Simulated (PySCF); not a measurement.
# C₅H₁₅GeN: geometry relaxation

- system: C₅H₁₅GeN (GeH2Me(NEt2)), SMILES [H][Ge]([H])([CH3])[N](CC)CC
- method: PBE0-D3(BJ)/def2-SVP geometry optimisation, gas phase (PySCF 2.14.0)

It belongs to a series of runs on one base structure; here: one ligand: Cl to NEt2.

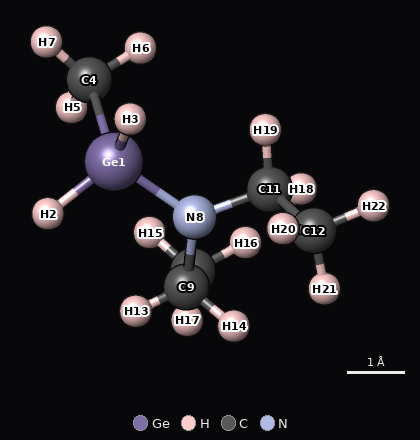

**Figure 1.** The starting structure (ball-and-stick view, seen at a tilt; atoms are numbered from 1 in the order of the input). Sticks mark near contacts. Bond lengths as drawn: C–C 1.53 to 1.54 Å, C–Ge 2.04 Å, C–H 1.00 to 1.17 Å, C–N 1.41 to 1.52 Å, Ge–H 1.42 to 1.48 Å and Ge–N 1.75 Å.

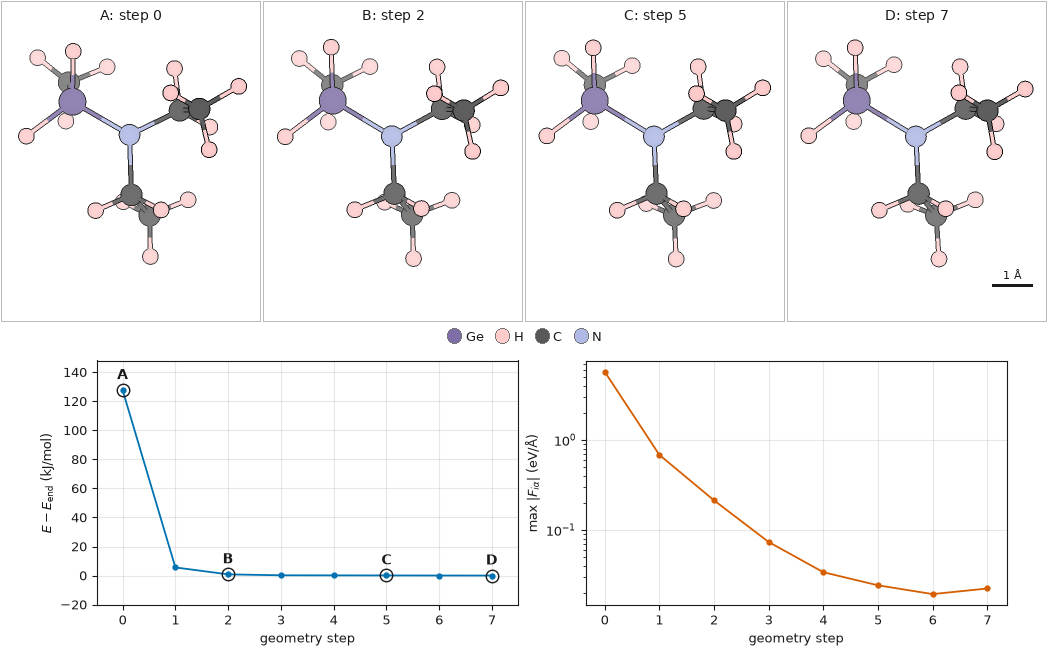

**Figure 2.** Frames of the relaxation (ball-and-stick view, seen at a tilt) above the curves, on which the letters mark them (steps are counted from 0).

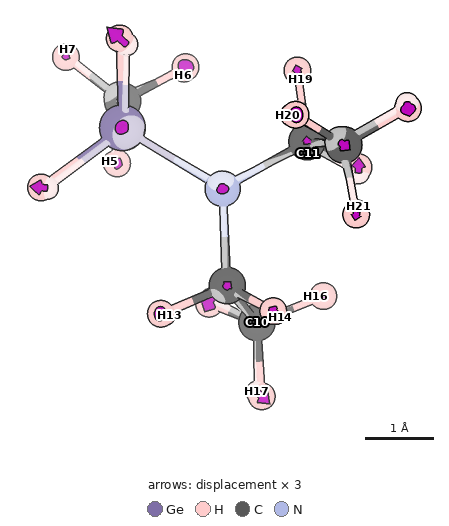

**Figure 3.** Start (faint) and end (solid) with the displacements as pink arrows, magnified 3 times (ball-and-stick view, seen at a tilt). The two geometries are laid on each other by the best rigid fit. Over 7 geometry steps the energy falls by 127.6 kJ/mol. The largest force component goes from 5.7 to 0.022 eV/Å. The largest move after the best rigid fit is that of H3, 0.15 Å. By element the largest moves are H 0.15 Å, Ge 0.10 Å, C 0.08 Å, N 0.07 Å. Distances before and after: Ge1–H3 1.422 → 1.545 Å, C9–H13 0.999 → 1.103 Å, C12–H20 1.005 → 1.100 Å, Ge1–N8 1.749 → 1.835 Å. Among the angles that change: H5–C4–H6 98.9° → 108.4°, H13–C9–H14 112.1° → 105.1°, H3–Ge1–C4 102.9° → 108.9°. (Atoms are counted from 1 in the order of the input.)

The input and output of the run follow.

## Input file
```
{"job": {"xc": "PBE0", "basis": "def2-SVP", "d3": "d3bj", "grid": 1, "maxiter": 40, "shake": 0.03, "kind": "geom"}, "charge": 0, "multiplicity": 1}
Ge     1.062710     1.251690     0.696590
H      1.109970     1.252030     2.176770
H      2.307750     1.403670     0.027530
C      0.022170     2.902130     0.103710
H     -1.021390     2.930130     0.632840
H     -0.322780     2.843540    -0.952940
H      0.497680     3.812120     0.284630
N      0.425760    -0.296330     0.188570
C     -0.634440    -0.965880     1.050710
C     -2.065570    -0.511810     0.755040
C      0.468130    -0.762610    -1.145080
C      1.347070    -2.025190    -1.275200
H     -0.476860    -0.772150     2.017650
H     -0.619630    -2.052370     0.835780
H     -2.146090     0.531160     0.921510
H     -2.341980    -0.644880    -0.286770
H     -2.749930    -0.997150     1.365360
H     -0.520210    -0.901240    -1.602970
H      0.981550     0.015450    -1.735940
H      2.241810    -1.838770    -0.856840
H      0.813580    -2.849240    -0.789880
H      1.456660    -2.369340    -2.368080
```

The first line tells a small driver script what to run in PySCF; the rest is the geometry in Å.

Launch command:
```bash
OMP_NUM_THREADS=2 python <driver script> task.json out
```

## Log
```
step   0  E = -2330.26838481  max force = 0.111657
step   1  E = -2330.31486134  max force = 0.013311
step   2  E = -2330.31667888  max force = 0.004162
step   3  E = -2330.31692241  max force = 0.001435
step   4  E = -2330.31694471  max force = 0.000664
step   5  E = -2330.31696160  max force = 0.000475
step   6  E = -2330.31697847  max force = 0.000378
step   7  E = -2330.31699145  max force = 0.000438
optimisation converged
```

## Trajectory as extended XYZ (Å, eV, eV/Å), 8 frames, from step=0 to step=7
```
22
Properties=species:S:1:pos:R:3:forces:R:3 step=0 energy=-63409.83255
Ge    1.0627    1.2517    0.6966   -1.8298   2.8283   0.0589
H     1.1100    1.2520    2.1768    0.1243  -0.0298   1.1344
H     2.3077    1.4037    0.0275    2.5289   0.2136  -1.0554
C     0.0222    2.9021    0.1037   -3.3389  -2.7927   0.3034
H    -1.0214    2.9301    0.6328    1.7503  -0.0062  -0.4286
H    -0.3228    2.8435   -0.9529    0.6438  -0.0396   0.1502
H     0.4977    3.8121    0.2846    1.1845   1.9058   0.3793
N     0.4258   -0.2963    0.1886   -2.8841  -2.5898   1.8051
C    -0.6344   -0.9659    1.0507   -0.4595  -0.3424  -5.7416
C    -2.0656   -0.5118    0.7550    2.0700   0.3603  -1.4878
C     0.4681   -0.7626   -1.1451    1.5515  -0.1465  -1.0877
C     1.3471   -2.0252   -1.2752   -4.5209  -0.9386  -3.2203
H    -0.4769   -0.7722    2.0177    1.2265   0.5994   4.4066
H    -0.6196   -2.0524    0.8358    0.4082   0.1117   0.3792
H    -2.1461    0.5312    0.9215   -0.1919   1.6019   0.4180
H    -2.3420   -0.6449   -0.2868   -0.1368  -0.3354  -0.4682
H    -2.7499   -0.9971    1.3654   -1.6641  -1.2698   1.4220
H    -0.5202   -0.9012   -1.6030   -0.2495  -0.0629  -0.0536
H     0.9816    0.0155   -1.7359   -0.2191   0.0726  -0.2667
H     2.2418   -1.8388   -0.8568    3.7346   0.5157   1.7177
H     0.8136   -2.8492   -0.7899    0.2773  -0.2764   0.3381
H     1.4567   -2.3693   -2.3681   -0.0053   0.6206   1.2969
22
Properties=species:S:1:pos:R:3:forces:R:3 step=1 energy=-63411.09724
Ge    1.0485    1.3364    0.7066    0.1419   0.4110  -0.2143
H     1.0904    1.3349    2.2530    0.1154  -0.0954  -0.0872
H     2.4393    1.5105    0.0295   -0.1085  -0.1308   0.1928
C    -0.0332    2.8746    0.1385   -0.5568  -0.1904  -0.0364
H    -1.0009    2.8748    0.6686    0.1238   0.0269   0.1289
H    -0.3019    2.7927   -0.9274    0.2578   0.0667  -0.0351
H     0.4627    3.8376    0.3281    0.0792  -0.0372  -0.0486
N     0.3908   -0.2923    0.1945   -0.4018  -0.2262   0.2594
C    -0.6239   -0.9543    1.0100    0.1192   0.5354  -0.6845
C    -2.0534   -0.4952    0.7046    0.1887   0.0064   0.1277
C     0.4786   -0.7658   -1.1668    0.5310  -0.1017  -0.1216
C     1.2743   -2.0730   -1.2883   -0.4995   0.1849  -0.1377
H    -0.3895   -0.7564    2.0632   -0.0169  -0.1461   0.2172
H    -0.5341   -2.0382    0.8318   -0.0750  -0.1114   0.2223
H    -2.1647    0.5876    0.8854    0.0033  -0.0817   0.0707
H    -2.3220   -0.6695   -0.3492   -0.0075  -0.0835   0.0419
H    -2.7720   -1.0305    1.3426   -0.1120   0.0039  -0.0358
H    -0.5233   -0.8985   -1.6154   -0.0642   0.0106  -0.0329
H     0.9794   -0.0019   -1.7913   -0.0652  -0.0275   0.0686
H     2.2749   -1.9343   -0.8629    0.1083  -0.1023   0.0373
H     0.7610   -2.8999   -0.7717    0.1269   0.0389   0.1435
H     1.3552   -2.3843   -2.3402    0.1118   0.0494  -0.0758
22
Properties=species:S:1:pos:R:3:forces:R:3 step=2 energy=-63411.14670
Ge    1.0396    1.3416    0.6960    0.0942   0.0957  -0.0562
H     1.0963    1.3191    2.2386    0.0634  -0.0155  -0.0163
H     2.4439    1.4707    0.0515   -0.0711  -0.0366   0.0828
C    -0.0440    2.8652    0.1147   -0.1435  -0.0163  -0.0523
H    -1.0045    2.8800    0.6499    0.0027   0.0097   0.0543
H    -0.2701    2.7832   -0.9595    0.0798   0.0323  -0.0094
H     0.4743    3.8191    0.2992    0.0083  -0.0380  -0.0175
N     0.3733   -0.2912    0.1954   -0.2140  -0.1161   0.0835
C    -0.6378   -0.9470    1.0078    0.1550   0.1955  -0.1601
C    -2.0724   -0.5012    0.7356    0.0184   0.0281   0.0332
C     0.4976   -0.7529   -1.1709    0.0960  -0.0390   0.0130
C     1.2812   -2.0562   -1.3036   -0.0924   0.0562  -0.0063
H    -0.3982   -0.7640    2.0695   -0.0082  -0.0808   0.0032
H    -0.5579   -2.0374    0.8539   -0.0200  -0.0547   0.0836
H    -2.1892    0.5782    0.9288   -0.0165  -0.0479   0.0066
H    -2.3580   -0.6827   -0.3122   -0.0170  -0.0043  -0.0007
H    -2.7873   -1.0422    1.3782    0.0303   0.0191  -0.0407
H    -0.4980   -0.8735   -1.6424   -0.0140   0.0092  -0.0286
H     1.0068    0.0217   -1.7702   -0.0068   0.0145   0.0177
H     2.2833   -1.9423   -0.8621   -0.0191  -0.0377  -0.0235
H     0.7713   -2.8888   -0.7940    0.0378   0.0186   0.0546
H     1.3858   -2.3444   -2.3611    0.0369   0.0080  -0.0208
22
Properties=species:S:1:pos:R:3:forces:R:3 step=3 energy=-63411.15332
Ge    1.0405    1.3470    0.6918   -0.0265  -0.0201   0.0275
H     1.1231    1.3238    2.2327    0.0171   0.0145   0.0022
H     2.4436    1.4512    0.0544   -0.0061   0.0020   0.0032
C    -0.0458    2.8670    0.1014    0.0138  -0.0081  -0.0028
H    -1.0021    2.8940    0.6440    0.0028  -0.0024  -0.0108
H    -0.2565    2.7837   -0.9751   -0.0030   0.0029  -0.0008
H     0.4864    3.8143    0.2781   -0.0070  -0.0045   0.0091
N     0.3620   -0.2874    0.2029    0.0130  -0.0052  -0.0716
C    -0.6391   -0.9513    1.0050    0.0232   0.0317   0.0738
C    -2.0760   -0.5134    0.7387   -0.0433  -0.0156   0.0209
C     0.4970   -0.7414   -1.1653   -0.0176   0.0100   0.0075
C     1.2744   -2.0439   -1.3003    0.0469  -0.0134  -0.0002
H    -0.4016   -0.7878    2.0717   -0.0164  -0.0084  -0.0284
H    -0.5585   -2.0440    0.8546   -0.0058  -0.0034   0.0097
H    -2.2073    0.5601    0.9479    0.0006  -0.0035   0.0002
H    -2.3637   -0.6865   -0.3103    0.0054   0.0114   0.0009
H    -2.7854   -1.0700    1.3726    0.0106   0.0036  -0.0126
H    -0.4960   -0.8556   -1.6469    0.0105   0.0079  -0.0118
H     1.0096    0.0391   -1.7534    0.0132   0.0012  -0.0025
H     2.2776   -1.9404   -0.8575   -0.0235   0.0070  -0.0215
H     0.7672   -2.8746   -0.7854   -0.0001   0.0046   0.0030
H     1.3865   -2.3289   -2.3585   -0.0079  -0.0124   0.0047
22
Properties=species:S:1:pos:R:3:forces:R:3 step=4 energy=-63411.15393
Ge    1.0362    1.3434    0.6946   -0.0012  -0.0133  -0.0064
H     1.1183    1.3185    2.2356    0.0050   0.0072  -0.0030
H     2.4407    1.4537    0.0634    0.0098   0.0075  -0.0068
C    -0.0528    2.8599    0.1024    0.0187   0.0019   0.0027
H    -1.0121    2.8815    0.6393   -0.0053  -0.0011  -0.0105
H    -0.2560    2.7801   -0.9759   -0.0045  -0.0012   0.0006
H     0.4748    3.8082    0.2862   -0.0061   0.0034   0.0089
N     0.3637   -0.2908    0.1964    0.0088   0.0220  -0.0056
C    -0.6381   -0.9458    1.0059   -0.0056  -0.0341   0.0025
C    -2.0753   -0.5033    0.7446   -0.0136  -0.0103   0.0031
C     0.5015   -0.7443   -1.1721   -0.0261   0.0013   0.0218
C     1.2789   -2.0474   -1.3066    0.0239  -0.0074   0.0096
H    -0.3973   -0.7806    2.0711    0.0020   0.0075  -0.0176
H    -0.5643   -2.0400    0.8616   -0.0045  -0.0013  -0.0010
H    -2.2027    0.5706    0.9530   -0.0006   0.0030   0.0028
H    -2.3675   -0.6759   -0.3032    0.0074   0.0080  -0.0027
H    -2.7838   -1.0570    1.3812    0.0025  -0.0037  -0.0015
H    -0.4899   -0.8567   -1.6571    0.0045   0.0038  -0.0048
H     1.0168    0.0357   -1.7590    0.0069   0.0038   0.0127
H     2.2825   -1.9425   -0.8665   -0.0061   0.0077  -0.0105
H     0.7730   -2.8764   -0.7879   -0.0024   0.0012   0.0040
H     1.3895   -2.3359   -2.3639   -0.0131  -0.0059   0.0018
22
Properties=species:S:1:pos:R:3:forces:R:3 step=5 energy=-63411.15439
Ge    1.0384    1.3450    0.6938   -0.0046  -0.0109  -0.0005
H     1.1237    1.3241    2.2346    0.0023   0.0026  -0.0009
H     2.4423    1.4552    0.0607    0.0056  -0.0004  -0.0060
C    -0.0492    2.8617    0.1004    0.0080   0.0033  -0.0003
H    -1.0097    2.8830    0.6351   -0.0089  -0.0031  -0.0040
H    -0.2516    2.7821   -0.9780    0.0015   0.0008  -0.0004
H     0.4772    3.8102    0.2859   -0.0028   0.0035   0.0056
N     0.3628   -0.2885    0.1974   -0.0244  -0.0004   0.0132
C    -0.6388   -0.9482    1.0052    0.0036  -0.0147  -0.0081
C    -2.0777   -0.5091    0.7455    0.0097   0.0042  -0.0076
C     0.5003   -0.7416   -1.1707   -0.0065  -0.0057   0.0033
C     1.2773   -2.0455   -1.3044    0.0006   0.0007   0.0022
H    -0.3989   -0.7860    2.0704    0.0079   0.0101  -0.0010
H    -0.5631   -2.0419    0.8573    0.0019   0.0039  -0.0012
H    -2.2088    0.5633    0.9603   -0.0016   0.0029   0.0043
H    -2.3675   -0.6755   -0.3039    0.0028   0.0045  -0.0032
H    -2.7847   -1.0692    1.3777    0.0007  -0.0065   0.0008
H    -0.4908   -0.8530   -1.6563    0.0015   0.0021  -0.0056
H     1.0170    0.0380   -1.7570    0.0045   0.0011   0.0090
H     2.2822   -1.9386   -0.8688    0.0058   0.0033  -0.0042
H     0.7726   -2.8725   -0.7812    0.0024   0.0014   0.0048
H     1.3833   -2.3380   -2.3611   -0.0099  -0.0027  -0.0003
22
Properties=species:S:1:pos:R:3:forces:R:3 step=6 energy=-63411.15485
Ge    1.0390    1.3459    0.6933    0.0007   0.0040  -0.0019
H     1.1280    1.3282    2.2337   -0.0023  -0.0025   0.0023
H     2.4428    1.4574    0.0590   -0.0019  -0.0060  -0.0053
C    -0.0489    2.8620    0.0992   -0.0062   0.0035   0.0029
H    -1.0131    2.8791    0.6276   -0.0027  -0.0056  -0.0014
H    -0.2458    2.7854   -0.9805    0.0069   0.0029  -0.0018
H     0.4731    3.8117    0.2914   -0.0003   0.0016   0.0019
N     0.3618   -0.2868    0.1977   -0.0133  -0.0032   0.0097
C    -0.6375   -0.9500    1.0045   -0.0067  -0.0061  -0.0055
C    -2.0771   -0.5121    0.7464    0.0159   0.0096  -0.0074
C     0.4989   -0.7400   -1.1698    0.0117  -0.0069  -0.0144
C     1.2753   -2.0445   -1.3027   -0.0195   0.0063  -0.0053
H    -0.3967   -0.7900    2.0693    0.0064   0.0078   0.0172
H    -0.5605   -2.0430    0.8530    0.0024   0.0027   0.0010
H    -2.2115    0.5579    0.9711   -0.0013  -0.0013   0.0055
H    -2.3634   -0.6686   -0.3054   -0.0015  -0.0001  -0.0007
H    -2.7832   -1.0807    1.3719   -0.0064  -0.0049   0.0006
H    -0.4920   -0.8502   -1.6561   -0.0007  -0.0002  -0.0046
H     1.0171    0.0391   -1.7554    0.0012   0.0000   0.0023
H     2.2840   -1.9338   -0.8778    0.0152  -0.0019   0.0012
H     0.7753   -2.8677   -0.7691    0.0062   0.0005   0.0046
H     1.3702   -2.3445   -2.3583   -0.0039   0.0000  -0.0007
22
Properties=species:S:1:pos:R:3:forces:R:3 step=7 energy=-63411.15520
Ge    1.0383    1.3467    0.6921    0.0064   0.0122  -0.0005
H     1.1294    1.3297    2.2324   -0.0057  -0.0039   0.0026
H     2.4423    1.4594    0.0577   -0.0067  -0.0072  -0.0055
C    -0.0507    2.8622    0.0980   -0.0094   0.0028   0.0032
H    -1.0203    2.8711    0.6169    0.0006  -0.0063   0.0000
H    -0.2370    2.7916   -0.9840    0.0076   0.0041  -0.0020
H     0.4646    3.8132    0.3016    0.0004  -0.0006   0.0004
N     0.3609   -0.2857    0.1967   -0.0056  -0.0079   0.0119
C    -0.6358   -0.9512    1.0047   -0.0104   0.0017  -0.0090
C    -2.0760   -0.5135    0.7496    0.0162   0.0090  -0.0050
C     0.4984   -0.7393   -1.1705    0.0138  -0.0069  -0.0155
C     1.2751   -2.0437   -1.3028   -0.0225   0.0077  -0.0059
H    -0.3929   -0.7926    2.0693    0.0053   0.0053   0.0175
H    -0.5584   -2.0438    0.8511    0.0035   0.0026   0.0000
H    -2.2132    0.5536    0.9861   -0.0007  -0.0029   0.0042
H    -2.3596   -0.6585   -0.3047   -0.0029  -0.0029   0.0012
H    -2.7819   -1.0908    1.3674   -0.0069  -0.0022   0.0004
H    -0.4923   -0.8493   -1.6575   -0.0010  -0.0020  -0.0011
H     1.0173    0.0396   -1.7557   -0.0027   0.0001  -0.0013
H     2.2894   -1.9284   -0.8929    0.0139  -0.0036   0.0031
H     0.7833   -2.8627   -0.7553    0.0050  -0.0001   0.0026
H     1.3552   -2.3526   -2.3571    0.0018   0.0010  -0.0016
```

## Results in brief

- outcome: converged
- total energy: −2330.316991 hartree
- dipole moment: 0.77 D
- point group: C1
- hardware: 2 CPU threads, shared host
- wall time: 1.9 min (CPU time 4.7 min)
- peak memory: 1.1 GiB
